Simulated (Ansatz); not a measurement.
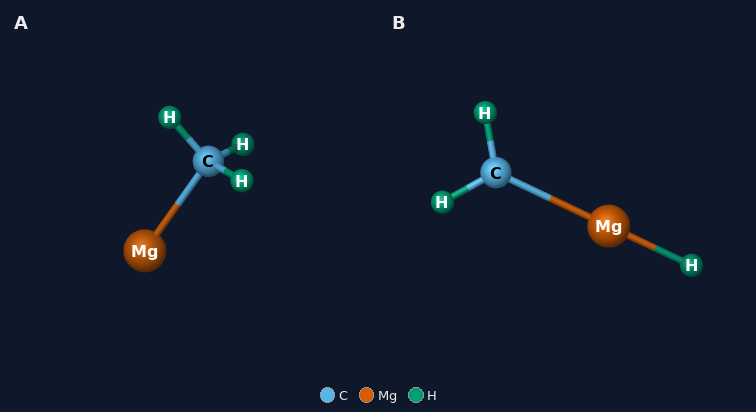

2 stationary structures of one formula. Charge +1, singlet. Geometries: PBE0-D4/def2-TZVP. Electronic energies: RHF-CCSD(T) (frozen core)/def2-TZVPP (Ansatz 0.2.0), without zero-point energy. No frequency run is at hand to confirm each as a minimum.

Question: Which is lowest in energy, and by how much?

Answer: A is lowest (C3v); B lies 316.0 kJ/mol above it.

Give E(B) − E(A) in kJ/mol at these levels too: PBE-D4/def2-TZVPP; ωB97M-V/def2-TZVPP; PBE0-D4/def2-TZVP; B3LYP-D4/def2-TZVPP; RHF-CCSD(T) (frozen core)/def2-TZVPP; PBE0-D4/def2-TZVPP; r2SCAN-D4/def2-TZVPP.

| level | E(B) − E(A) (kJ/mol) |
| --- | --- |
| PBE-D4/def2-TZVPP | +354.5 |
| ωB97M-V/def2-TZVPP | +317.6 |
| PBE0-D4/def2-TZVP | +342.5 |
| B3LYP-D4/def2-TZVPP | +323.8 |
| RHF-CCSD(T) (frozen core)/def2-TZVPP | +316.0 |
| PBE0-D4/def2-TZVPP | +343.2 |
| r2SCAN-D4/def2-TZVPP | +343.2 |
